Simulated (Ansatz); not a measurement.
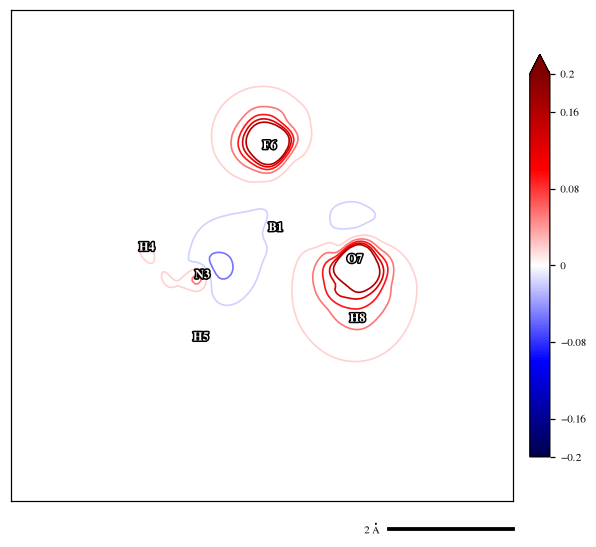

BFH$_{3}$NO···H$_{2}$. The HOMO−1 on the plane of atoms B1, N3 and H4 (values in Å⁻³ᐟ²; the overall sign is arbitrary).

Not at a stationary point (largest force 1.9 eV/Å).

Level of theory: Ansatz 0.2.0, RKS PBE0/def2-SVP.

Input file:

```
crystal:
  periodic: [false, false, false]
  atoms:
    - { symbol: B, position_ang: [0.0, 0.0, 0.0] }
    - { symbol: H, position_ang: [0.0, 0.0, 1.54] }
    - { symbol: "N", position_ang: [1.3423, 0.0, -0.775] }
    - { symbol: H, position_ang: [1.8089, -0.9179, -1.0268] }
    - { symbol: H, position_ang: [1.7937, 0.9179, -1.0532] }
    - { symbol: F, position_ang: [-1.1431, 0.0, -0.66] }
    - { symbol: O, position_ang: [0.0766, 1.621, 0.5392] }
    - { symbol: H, position_ang: [0.4753, 1.6492, 1.4668] }
    - { symbol: H, position_ang: [0.0407, 0.8604, 1.537] }
basis:
  gaussian: { orbitals: def2-SVP }
hamiltonian:
  xc: pbe0
relax:
  f_tol: 0.15
  max_steps: 25
  restrain:
    - { distance: [0, 6], at: 1.41, k: 30.0 }
    - { distance: [8, 1], at: 0.66, k: 30.0 }
    - { distance: [0, 1], at: 2.39, k: 30.0 }
    - { distance: [8, 6], at: 2.21, k: 30.0 }
output:
  orbitals: {}
```

Run with:

```sh
ansatz run input.yaml --threads 2 --pin off --max-ram 3072MiB --backend cpu --events-out ev --progress --plain --runs-dir out
```

The fields are those of the run's last geometry, not of the input's.

Q: Describe this orbital and give its energy.

A: Its weight (Hirshfeld) is mainly on O7 (about 60 %), B1 (about 10 %), F6 (about 10 %) and H2 (about 5 %). Its energy is −9.49 eV.
